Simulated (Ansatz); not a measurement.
Cost and result by functional for the adsorption energy of Br on the 1x1 (10-10) surface of wurtzite ZnO (cut with top plane O + Zn), one in a 2x1 cell, started at the site 'bridge Zn-Zn (span 3.3 Å) #2', in Ansatz (plane waves, PAW). Single points on the PBE structure, on one kind of machine; costs are rough ratios of the slab run's core time (references not counted) to the cheapest single point. r2SCAN's cost holds its higher cutoff (500 against 420 eV). Differences are taken against r2SCAN for comparison alone: no measured value is at hand, so the table doesn't rank accuracy. The points keep PBE's geometry, so the relaxation of a polaron and the settling of charge on one site are left out.

Host crystal: wurtzite ZnO, with a band gap (PBE, scalar-relativistic without spin-orbit coupling).

Slab: 33 atoms, 9.4 Å thick at the start under the adsorbate (thin: gaps and levels are the slab's own); k 3x4x1, smearing 0.01 eV, dipole-corrected; 16 atoms held, the rest relaxed; no symmetry held; spin-polarised, ending with about 1.0 μB a cell, a value that depends on the mesh; orders that need a larger cell were not tried, no spin-orbit, no U, no dispersion correction. Its gap by band count is narrow, 0.05 eV on this mesh, and the smearing reaches across it. At the end it is bonded to Zn. In PBE it is, or lies within 0.03 eV of, the lowest of the starts that converged. These notes are the PBE run's. RPBE: The program's check for a lower electronic state was not made. r2SCAN: The program's check for a lower electronic state was not made. Adsorption energies are against ½ Br2(g). A negative adsorption energy means that the adsorbate is more stable on the surface than in its reference.

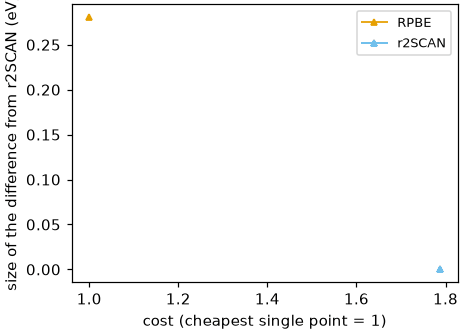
Fig. 1. Difference from r2SCAN against cost

```tsv
functional	relative cost	adsorption energy (eV)	less r2SCAN (eV)
RPBE	1	-0.04	0.28
r2SCAN	2	-0.32	0.00
PBE (the relaxed run's value)	–	-0.14	0.18
```

The values span 0.28 eV, while the single points' costs differ by a factor of roughly 2. Differences are of unrounded values.

Ansatz is a first-principles code.
